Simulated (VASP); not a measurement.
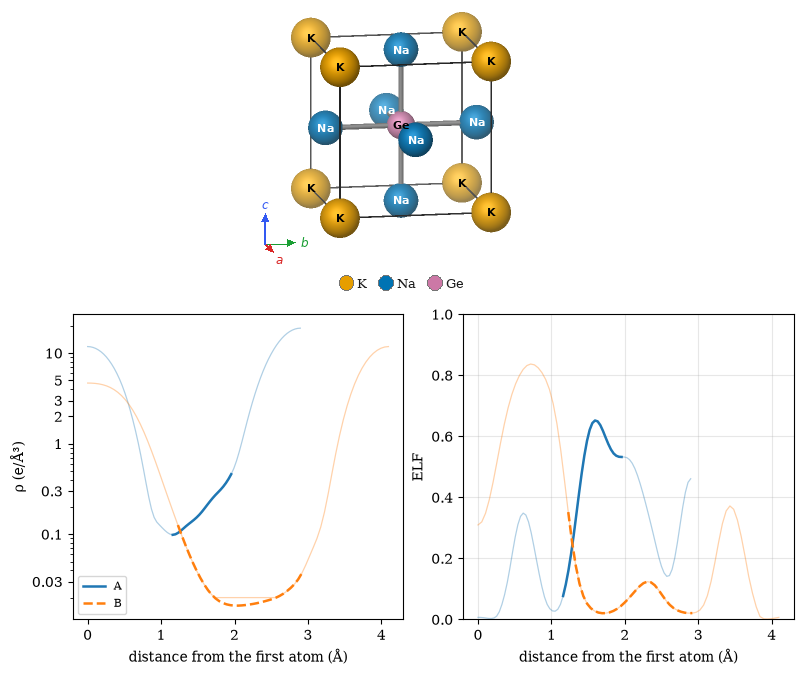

*KNa3Ge. Valence charge density (pseudo) and ELF along straight lines between neighbouring atoms. Thin, pale parts lie inside the atomic spheres. The structure is drawn too.*

Space group Pm-3m; a generated structure, not necessarily the stable one.

The calculation used VASP 6.6.1, Kohn-Sham DFT of a periodic cell, PBE, VASP PAW PBE potentials, recommended.

Core electrons are frozen (PAW), and the valence fields are smoothed inside the atomic spheres.

Question: Which curve belongs to which contact (K–Na and Na–Ge)? The first atom named is at distance zero.

Answer: Curve A: Na–Ge (2.90 Å): the density is about 0.14 e/Å³ at the midpoint; the ELF peaks at about 0.65 in the valence shell of Ge, 1.3 Å from its nucleus, and is about 0.55 at the midpoint. Curve B: K–Na (4.10 Å): ρ at the midpoint is about 0.02 e/Å³; the ELF is about 0.05 at the midpoint (no localised pair shows between them).
